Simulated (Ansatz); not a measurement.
```yaml
atoms:
  - { symbol: B, position_ang: [-0.0084, 0.5040, -0.4172] }
  - { symbol: F, position_ang: [0.0675, -0.4053, 1.9317] }
  - { symbol: F, position_ang: [1.1415, -0.0697, -0.7411] }
  - { symbol: F, position_ang: [-1.1671, -0.0841, -0.6790] }
  - { symbol: Si, position_ang: [0.0060, -0.0608, 3.5071] }
  - { symbol: H, position_ang: [-0.7842, -1.1286, 4.1977] }
  - { symbol: H, position_ang: [1.3994, -0.0236, 4.0529] }
  - { symbol: H, position_ang: [-0.6547, 1.2681, 3.7001] }
```

Not at a stationary point (largest force 0.7 eV/Å).

Computed with Ansatz 0.2.0, UKS PBE-D4/6-31G*.

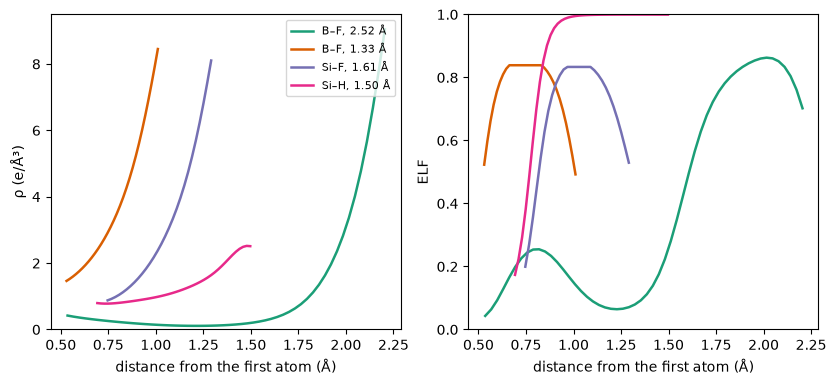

BF$_{2}$···FH$_{3}$Si (doublet). Total electron density and ELF along straight lines between neighbouring atoms. The curves leave out the atomic cores.

### What can be read from the curves?

B1···F2 (2.52 Å): the density falls to about 0.11 e/Å³ on the way; the ELF is about 0.05 at the midpoint.
B–F (1.33 Å): ρ is about 2.2 e/Å³ halfway; the ELF peaks at about 0.85 between the atoms; a polar covalent bond.
Si–F (1.61 Å): ρ is about 1 e/Å³ halfway; the ELF peaks at about 0.85 in the valence shell of F, 0.6 Å from its nucleus, and is about 0.45 at the midpoint.
Si–H (1.50 Å): ρ is about 0.78 e/Å³ halfway; the ELF climbs to about 1 towards the hydrogen, as it does in any bond to H.
